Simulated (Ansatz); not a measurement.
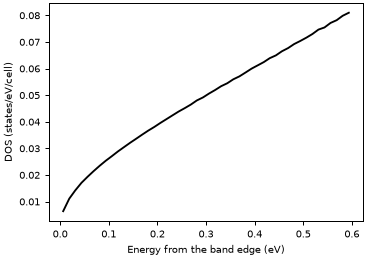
*Density of states of SiC (F-43m) above the conduction band minimum, PBE with spin-orbit coupling, rigid bands (Ansatz, an electronic-structure program); cell volume 20.7 Å³.*

Problem. What effective density of states at 300 K does this give (∫ g(E) exp(−E/k_BT) dE, both spins, divided by the cell's size)?

Solution. 1.5e19 cm⁻³, a density-of-states mass of 0.70 mₑ, valleys and band degeneracy included.

Geometry: cell and atoms relaxed with PBEsol.
